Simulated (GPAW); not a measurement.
# Two attempts at C2H5O (SMILES C[CH]O)

Aim: the charge distribution of C2H5O at UPBE/dzp (scalar-relativistic datasets).

The calculation is run with GPAW 26.7.0.

## (1) The molecule

The species is C2H5O (8 atoms), meant as a doublet with charge 0. SMILES: `C[CH]O`. Geometry: relaxed at GFN2-xTB. This is one conformer, not always the lowest.

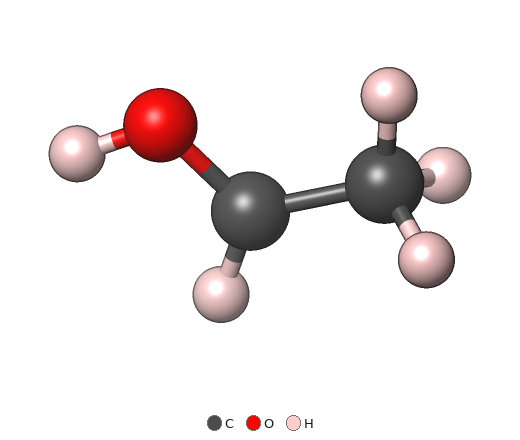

Viewed from a chosen angle; carbon dark grey, oxygen red, hydrogen pink.

## (2) The input as first written

File run.py:

```python
import numpy as np
from ase import Atoms
from ase.units import Debye
from gpaw import GPAW

# Structure
atoms = Atoms(["C", "C", "O", "H", "H", "H", "H", "H"],
    positions=[[ -0.893576,   1.467335,  -0.590653],
               [  0.377019,  -0.976251,  -0.153219],
               [  1.434510,  -1.383166,   2.189437],
               [ -2.887728,   1.214225,  -1.076823],
               [ -0.021373,   2.513355,  -2.147220],
               [ -0.767285,   2.595690,   1.120060],
               [  0.529331,  -2.414976,  -1.577014],
               [  2.229102,  -3.016192,   2.235452]])
atoms.center(vacuum=4.5)
atoms.set_initial_magnetic_moments([0.333333, 0.333333, 0.333333, 0.0, 0.0, 0.0, 0.0, 0.0])

# Calculator
gpaw_calc = GPAW(mode="lcao",
                 basis="dzp",
                 symmetry="off",
                 xc="PBE",
                 maxiter=98,
                 occupations={"name": "fermi-dirac", "width": 0.02, "fixmagmom": True},
                 h=0.2,
                 txt="-")
atoms.calc = gpaw_calc

energy = atoms.get_potential_energy()
print(f"Energy                  {energy:.5f} eV")
forces = atoms.get_forces()
print("Forces (eV/Ang)")
for symbol, f in zip(atoms.symbols, forces):
    print(f'{symbol:2} {f[0]:9.4f} {f[1]:9.4f} {f[2]:9.4f}')
dipole = atoms.get_dipole_moment() / Debye
print(f"Dipole: {np.linalg.norm(dipole):.3f} D")
```

The run is started by

```console
$ python3 run.py
```

Standard output:

```text
[...]
Number of symmetries: 1
[...]
  Number of IBZ points: 1
[...]
basis functions: 64
Spin-components: 2 (collinear spins)
Bands:           16
[...]
  Valence electrons: 19.0
[...]
  Grid points: [72 72 68]
  Charge: 0.0  # |e|
[...]
    cutoffs:
[...]
occupation numbers:
  Fixed magnetic moment: 1.000
[...]
xc functional:
  name: PBE with 2 nearest neighbor stencil
[...]
|iter     |     time |      energy | eigst |  dens |  magmom |
[...]
|iter:   1| 00:00:07 |  -17.219068 |      c|       |  +0.9981|
[...]
|iter:  55| 00:01:31 |  -14.989623c|      c| -4.08c|  +1.0001|
Converged in 55 steps
[...]
Energy contributions relative to reference atoms: (reference = -4158.559343)
Energy contributions:
  Kinetic:         -15.307932
  Coulomb:           6.919104
  Zero:              0.428351
  External:          0.000000
  Xc:               -7.029141
  Entropy:          -0.000008
  Spinorbit:         0.000000
  ----------------------------
  Free energy:     -14.989627
  Extrapolated:    -14.989623
dipole moment: (0.190671, -0.396891, 0.012396)  # |e|*Ang
Total magnetic moment: (0.000000, 0.000000, 1.000057)
Local magnetic moments
|        x |        y |         z |
|----------|----------|-----------|
| 0.000000 | 0.000000 | -0.027070 |  # C    0
| 0.000000 | 0.000000 | -0.375738 |  # C    1
| 0.000000 | 0.000000 |  0.805657 |  # O    2
| 0.000000 | 0.000000 |  0.092043 |  # H    3
| 0.000000 | 0.000000 |  0.092482 |  # H    4
| 0.000000 | 0.000000 |  0.063589 |  # H    5
| 0.000000 | 0.000000 |  0.130963 |  # H    6
| 0.000000 | 0.000000 | -0.149730 |  # H    7
Fermi levels: -6.083, -6.094
Eigenvalues  # (at kpt = [0.000, 0.000, 0.000])
| band index |      eig [eV] | occ [0-1] |      eig [eV] | occ [0-1] |
|------------|---------------|-----------|---------------|-----------|
|          0 |       -23.339 |     1.000 |       -21.083 |     1.000 |
|        ... |               |           |               |           |
|          2 |       -12.916 |     1.000 |       -13.488 |     1.000 |
|          3 |        -9.289 |     1.000 |        -8.868 |     1.000 |
|          4 |        -8.407 |     1.000 |        -7.076 |     1.000 |
|          5 |        -8.086 |     1.000 |        -6.869 |     1.000 |
|          6 |        -7.292 |     1.000 |        -6.680 |     1.000 |
|          7 |        -7.246 |     1.000 |        -6.671 |     1.000 |
|          8 |        -7.141 |     1.000 |        -6.314 |     1.000 |
|          9 |        -6.374 |     1.000 |        -5.875 |     0.000 |
|         10 |        -4.596 |     0.000 |        -5.402 |     0.000 |
|         11 |        -4.407 |     0.000 |        -4.803 |     0.000 |
[...]
Gap: 0.440 eV
Transition (v -> c):
[...]
Forces (eV/Ang)
C    -0.7912    1.6463   -0.0705
C     0.3823   -1.0139   -0.2752
O     0.6554   -2.4851   -1.3427
H     2.5303    0.3193    0.6351
H    -1.1015   -1.3255    1.9919
H    -0.1941   -1.5465   -2.3670
H    -0.1448    1.6242    1.6667
H    -1.3629    2.7245   -0.1678
Dipole: 2.116 D
```

Wall time 92 s (1 thread of Arm Neoverse V1, shared host); peak memory 1.2 GiB.

## (3) Diagnosis

The program ended normally, but the settings are unsound, so its numbers aren't properties of the molecule.

What is wrong: numbers in bohr are read as ångström, which stretches the molecule by 1.89. As the program read them, the closest atoms are 1.82 Å apart, against 0.96 Å in the sound input.

## (4) Second attempt

File run.py:

```python
import numpy as np
from ase import Atoms
from ase.units import Debye
from gpaw import GPAW

# Set up the molecule
atoms = Atoms('CCOHHHHH',
    positions=[[ -0.472860,   0.776480,  -0.312560],
               [  0.199510,  -0.516610,  -0.081080],
               [  0.759110,  -0.731940,   1.158600],
               [ -1.528120,   0.642540,  -0.569830],
               [ -0.011310,   1.330010,  -1.136260],
               [ -0.406030,   1.373580,   0.592710],
               [  0.280110,  -1.277950,  -0.834520],
               [  1.179590,  -1.596100,   1.182950]])
atoms.center(vacuum=4.5)
atoms.set_initial_magnetic_moments([0.333333, 0.333333, 0.333333, 0.0, 0.0, 0.0, 0.0, 0.0])

# Calculator
calc = GPAW(mode='lcao',
            basis='dzp',
            h=0.2,
            xc='PBE',
            occupations={'name': 'fermi-dirac', 'width': 0.02, 'fixmagmom': True},
            maxiter=100,
            symmetry='off',
            txt='-')
atoms.calc = calc

energy = atoms.get_potential_energy()
print(f'Energy = {energy:.5f} eV')
forces = atoms.get_forces()
print('Forces (eV/Ang)')
for symbol, f in zip(atoms.symbols, forces):
    print(f'{symbol:2} {f[0]:9.4f} {f[1]:9.4f} {f[2]:9.4f}')
dipole = atoms.get_dipole_moment() / Debye
print(f'Dipole                  {np.linalg.norm(dipole):.3f} D')
```

The run is started by

```console
$ python3 run.py
```

Standard output, shortened:

```text
[...]
Number of symmetries: 1
[...]
  Number of IBZ points: 1
[...]
basis functions: 64
Spin-components: 2 (collinear spins)
Bands:           16
[...]
  Valence electrons: 19.0
[...]
  Grid points: [60 60 56]
  Charge: 0.0  # |e|
[...]
    cutoffs:
[...]
occupation numbers:
  Fixed magnetic moment: 1.000
[...]
xc functional:
  name: PBE with 2 nearest neighbor stencil
[...]
|iter     |     time |      energy | eigst |  dens |  magmom |
[...]
|iter:   1| 00:00:04 |  -41.330899 |      c|       |  +0.9981|
[...]
|iter:  11| 00:00:13 |  -39.664289c|      c| -4.47c|  +1.0000|
Converged in 11 steps
[...]
Energy contributions relative to reference atoms: (reference = -4158.559343)
Energy contributions:
  Kinetic:          36.259663
  Coulomb:         -37.965587
  Zero:              0.541017
  External:          0.000000
  Xc:              -38.499381
  Entropy:          -0.000000
  Spinorbit:         0.000000
  ----------------------------
  Free energy:     -39.664289
  Extrapolated:    -39.664289
dipole moment: (0.077142, -0.220289, -0.083924)  # |e|*Ang
Total magnetic moment: (0.000000, 0.000000, 1.000001)
Local magnetic moments
|        x |        y |         z |
|----------|----------|-----------|
| 0.000000 | 0.000000 | -0.014685 |  # C    0
| 0.000000 | 0.000000 |  0.296887 |  # C    1
| 0.000000 | 0.000000 |  0.110390 |  # O    2
| 0.000000 | 0.000000 |  0.017105 |  # H    3
| 0.000000 | 0.000000 |  0.017063 |  # H    4
| 0.000000 | 0.000000 |  0.000171 |  # H    5
| 0.000000 | 0.000000 | -0.006341 |  # H    6
| 0.000000 | 0.000000 | -0.000724 |  # H    7
Fermi levels: -2.398, -1.168
[...]
Gap: 1.811 eV
Transition (v -> c):
[...]
Forces (eV/Ang)
C     0.2786   -0.6363    0.0160
C    -0.0679    0.2985    0.2610
O    -0.2208    1.1174    0.6499
H    -0.8288    0.0117   -0.1677
H     0.3172    0.5347   -0.5805
H    -0.0085    0.6037    0.7066
H     0.1406   -0.8950   -0.7785
H     0.4458   -1.0102   -0.1108
Dipole                  1.191 D
```

Run time: 15 s. Hardware: 1 thread of Arm Neoverse V1, shared host; peak memory 0.73 GiB.

## (5) Summary of results

At UPBE/dzp (scalar-relativistic datasets):

| quantity | value |
| --- | --- |
| energy as printed (from the program's reference atoms) | -39.6643 eV |
| dipole moment | 1.19 D |
| HOMO energy (highest over α and β) | -2.69 eV |
| LUMO energy (lowest over α and β) | -0.88 eV |

The first attempt's energy was +24.675 eV off this one.
